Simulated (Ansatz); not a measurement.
# C$_{4}$H$_{9}$FGe: what the fields show

Input

```
crystal:
  periodic: [false, false, false]
  atoms:
    - { symbol: C, position_ang: [-0.2818, -0.6912, 1.6706] }
    - { symbol: C, position_ang: [0.4396, -0.0763, 0.7298] }
    - { symbol: C, position_ang: [1.4752, 0.9106, 1.1096] }
    - { symbol: F, position_ang: [1.0036, 2.027, 1.7134] }
    - { symbol: Ge, position_ang: [0.195, -0.5329, -1.1448] }
    - { symbol: C, position_ang: [-1.6087, -0.0214, -1.6724] }
    - { symbol: H, position_ang: [-1.0715, -1.3571, 1.38] }
    - { symbol: H, position_ang: [-0.1657, -0.3924, 2.7044] }
    - { symbol: H, position_ang: [2.2178, 0.4519, 1.8799] }
    - { symbol: H, position_ang: [2.0832, 1.2415, 0.2561] }
    - { symbol: H, position_ang: [0.3832, -2.0503, -1.2954] }
    - { symbol: H, position_ang: [1.2356, 0.25, -1.9853] }
    - { symbol: H, position_ang: [-1.8034, 1.0794, -1.5419] }
    - { symbol: H, position_ang: [-1.7787, -0.28, -2.7236] }
    - { symbol: H, position_ang: [-2.3453, -0.6095, -1.0512] }
basis:
  gaussian: { orbitals: def2-SVP }
hamiltonian:
  xc: hf
relax:
  f_tol: 0.02
  max_steps: 50
output:
  orbitals: {}
```

Run with:

```sh
ansatz run input.yaml --threads 2 --pin off --max-ram 3072MiB --backend cpu --events-out ev --progress --plain --runs-dir out
```

The fields are those of the relaxed geometry.

The calculation used Ansatz 0.2.0, RHF/def2-SVP.

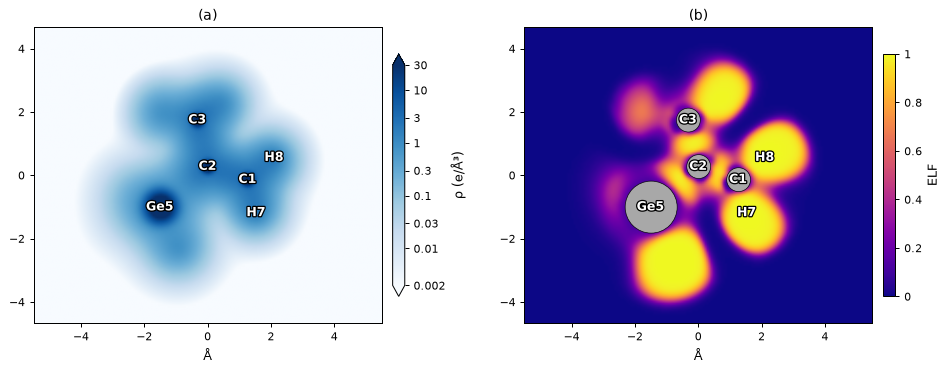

Figure 1. (a) electron density; (b) electron localisation function on the plane of atoms C1, C2 and C3. Grey discs cover the atomic cores in the ELF map.

Describe what can be read from this map.

Answer.
- The section cuts through C, Ge and H sites.
- C–C (1.33 Å): the density is about 2.4 e/Å³ at the midpoint; the ELF peaks at about 0.95 between the atoms (a multiple bond).
- C–Ge (1.97 Å): ρ at the midpoint is about 0.86 e/Å³; the ELF peaks at about 0.95 in the valence shell of C, 0.7 Å from its nucleus, and is about 0.70 at the midpoint.
- C–H (1.08 Å): ρ at the midpoint is about 2 e/Å³; the ELF climbs to about 1 towards the hydrogen, as it does in any bond to H (a covalent bond by its length).
- C–C (1.50 Å): ρ is about 1.8 e/Å³ halfway; the ELF peaks at about 1 between the atoms, as expected for localised, covalent bonding.

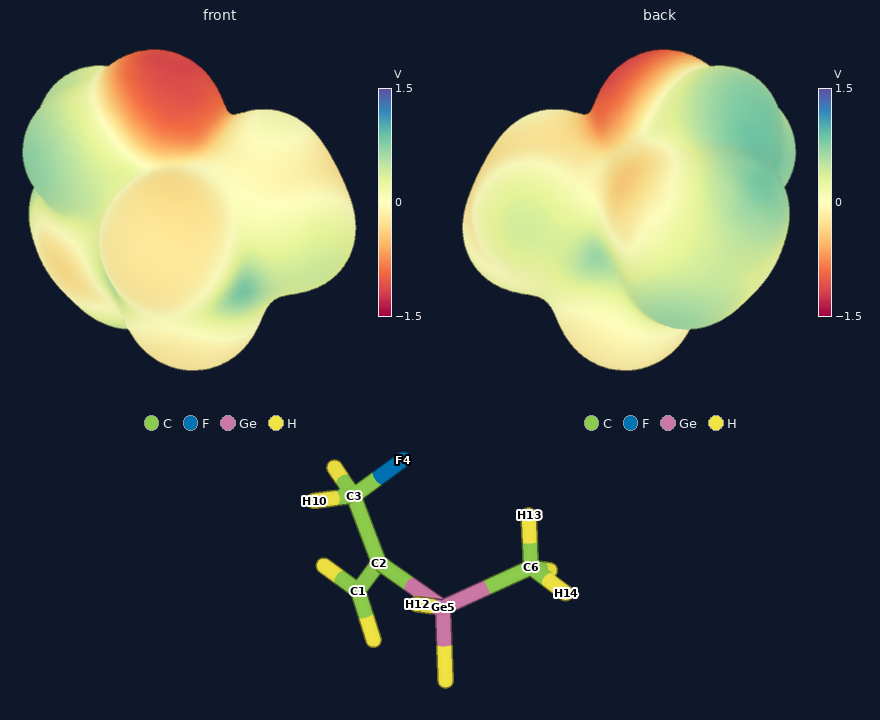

Figure 2. The molecular electrostatic potential painted on the density surface at 0.001 e/bohr³, seen from the front and from behind; the colour scale runs from red (negative) to blue (positive). The bare structure is drawn below in the same view.

Where is the surface potential most negative and most positive?

Answer. The most negative region (about −1.1 V) lies over F4, the most positive (about +0.8 V) over C3, Ge5, H8 and H9.

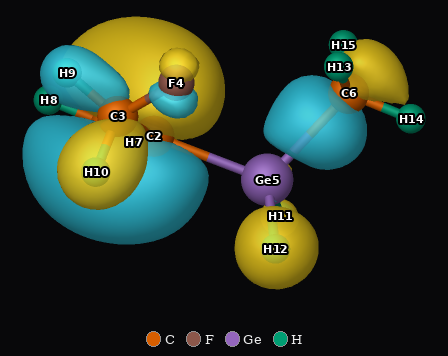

Figure 3. The HOMO at ±0.08 Å⁻³ᐟ² (yellow and cyan are the two phases), seen from one side.

What is the character of this orbital?

Answer. Its weight (Hirshfeld) is mainly on C1 (about 40 %), C2 (about 30 %) and Ge5 (about 5 %); π-bonding across C1–C2. Its energy is −10.25 eV.
